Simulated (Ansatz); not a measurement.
Al$_{2}$SbP$_{3}$

Input

```
crystal:
  lattice:
    - [-1.9250341342, 6.8390869618, 2.5349460065]
    - [1.9250341342, -6.8390869618, 2.5349460065]
    - [1.9250341342, 6.8390869618, -2.5349460065]
  atoms:
    - { symbol: Al, position: [0.4125765029, 0.244553847, 0.1680226559] }
    - { symbol: Al, position: [0.0765311911, 0.244553847, 0.8319773441] }
    - { symbol: Sb, position: [0.7050777386, 0.2050777386, 0.5] }
    - { symbol: P, position: [0.3200280468, 0.0055241811, 0.3145038657] }
    - { symbol: P, position: [0.6910203155, 0.0055241811, 0.6854961343] }
    - { symbol: P, position: [0.053764195, 0.053764195, 0.0] }
kpoints:
  mp_grid: { grid: [10, 10, 10] }
  band_path:
    path:
      - [0.0, 0.0, 0.0]
      - [0.5, -0.5, 0.5]
      - [0.2698070878, -0.2698070878, 0.7301929122]
      - [-0.2698070878, 0.2698070878, 0.2698070878]
      - [0.2843463968, 0.2843463968, -0.2843463968]
      - [0.7156536032, -0.2843463968, 0.2843463968]
      - [0.0, 0.5, 0.0]
      - [0.25, 0.25, 0.25]
      - [0.5, 0.0, 0.0]
    npoints: 1
hamiltonian:
  xc: r2scan
  dispersion: rvv10
scf:
  occupations: { method: fermi_dirac, width: 0.03 }
  n_extra_bands: 5
output:
  forces: true
  stress: true
  eigenvalues: true
  write_density: true
  write_potential: true
  elf: true
  volumetric_format: npy
```

Run with:

```sh
ansatz run input.yaml --threads 2 --pin off --max-ram 2211MiB --backend cpu --events-out ev --progress --plain --runs-dir out
```

Below, planes, directions and counts refer to the conventional cell (a = 3.85 Å, b = 13.68 Å, c = 5.07 Å, α = 90.00°, β = 90.00°, γ = 90.00°).

Space group Imm2; a structure from a database of computed crystals, not necessarily the ambient phase; started from the Cu2GeS3-44 prototype, which need not be the ambient phase.

The calculation used Ansatz 0.2.0, DFT, r2SCAN+rVV10, plane waves, PAW.

Question: What can the converged valence pseudo-density and electron localisation function tell about the bonding?

Answer: Al–P (2.34 Å): ρ at the midpoint is about 0.53 e/Å³; the ELF peaks at about 0.95 between the atoms (a shared electron pair).
Al–P (2.49 Å): ρ at the midpoint is about 0.43 e/Å³; the ELF peaks at about 0.95 between the atoms; a shared electron pair.
Sb–P (2.73 Å): ρ is about 0.37 e/Å³ halfway; the ELF peaks at about 0.85 in the valence shell of P, 0.9 Å from its nucleus, and is about 0.55 at the midpoint.

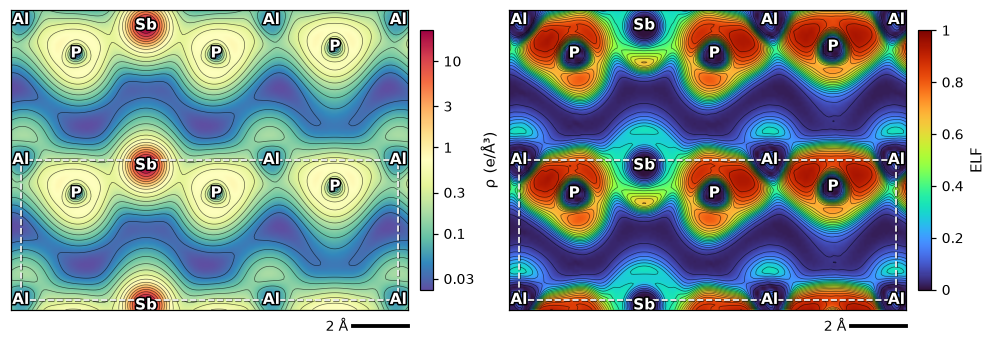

Computed valence pseudo-density and electron localisation function on the (100) plane of the conventional cell, in this order. 

The density is the valence pseudo-density of a PAW calculation; it isn't the true density close to the nuclei.
